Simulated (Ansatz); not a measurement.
System Cd2O3 (space group P-3m1, No. 164); source of the atomic positions: the end point of a relaxation with DFT r2SCAN, scalar-relativistic, plane waves, PAW (Ansatz 0.2.0); the starting structure was generated, so it need not be a known form of this composition.

```
CELL_PARAMETERS angstrom
3.51407 0.00000 0.00000
-1.75703 3.04327 0.00000
0.00000 0.00000 5.95944
ATOMIC_POSITIONS crystal
Cd 0.33333 0.66667 0.22414
Cd 0.66667 0.33333 0.77586
O 0.00000 0.00000 0.00000
O 0.33333 0.66667 0.64767
O 0.66667 0.33333 0.35233
```

Describe the stacking along c, with columns A (0, 0), B (1/3, 2/3), C (2/3, 1/3) of the hexagonal mesh.

O(A) – Cd(B) – O(C) – O(B) – Cd(C) (five layers in 5.96 Å).

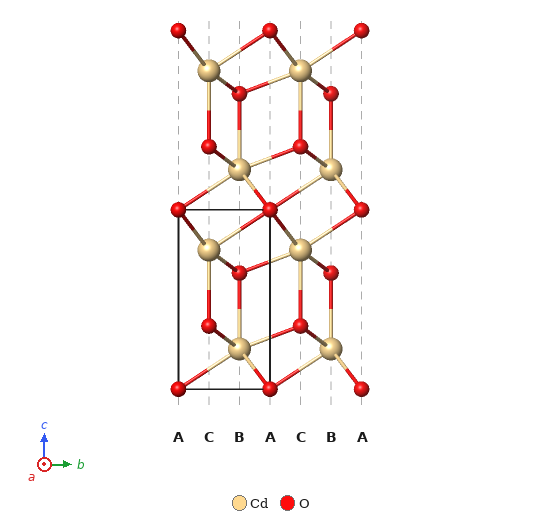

The picture looks along a close-packed row of the hexagonal mesh; c points upwards. The dashed lines mark the three columns A (0, 0), B (1/3, 2/3) and C (2/3, 1/3). The sequence starts with the first layer at or above the cell's origin.
